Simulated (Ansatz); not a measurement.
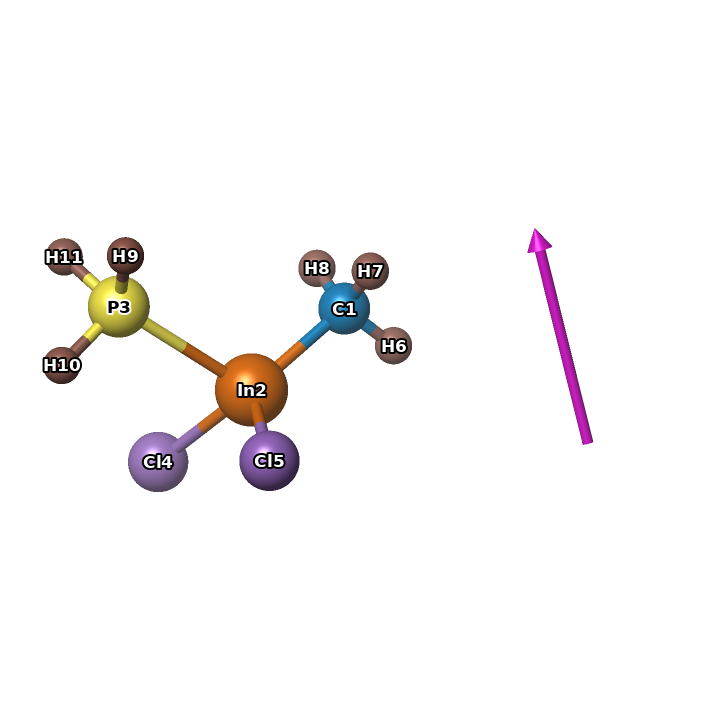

The arrow beside the molecule shows the direction of the dipole moment, from the negative to the positive end (its length means nothing). Computed geometry: PBE0-D4/def2-TZVP optimisation. Level of theory: RKS ωB97M-V/def2-TZVPP, core potentials on In (Ansatz 0.2.0).

### Estimate the dipole moment.

5.24 D; it points from the side of Cl4, Cl5 to the side of H9, H11 (the outermost atoms at the two ends).
